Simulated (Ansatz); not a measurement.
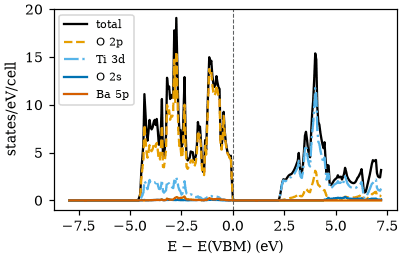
*Total and projected density of states of BaSrTi2O6 in space group Fm-3m (No. 225; Sr on 4a, Ti on 8c, O on 24d, Ba on 4b), the program Ansatz at the r²SCAN level (PAW)*

**Question.** Which orbitals carry the states next to the gap?

**Answer.** Top 1 eV of the valence band: O 2p 94 %. Bottom 1 eV of the conduction band: Ti 3d 89 %, O 2p 9 %. Projections are on Löwdin-orthogonalised atomic valence shells; empty p or d shells of many metals are not among them.

**Question.** Where is the tallest occupied peak in this window, and what makes it?

**Answer.** Near -2.8 eV, about 19 states/eV per cell; the largest projected share is O 2p.

The start of the workflow was typed in or built on a structure type; neither database checked (COD, Materials Project) lists it. Its standing as an ambient phase is unchecked. The cell was relaxed with r²SCAN under the symmetry of its start; whether a distortion lowers the energy is not shown. The workflow began spin-polarised and lost its moments. Scalar-relativistic: spin–orbit coupling is off unless named, which matters more the heavier the elements.

Potentials: the later of the program's two PAW sets.
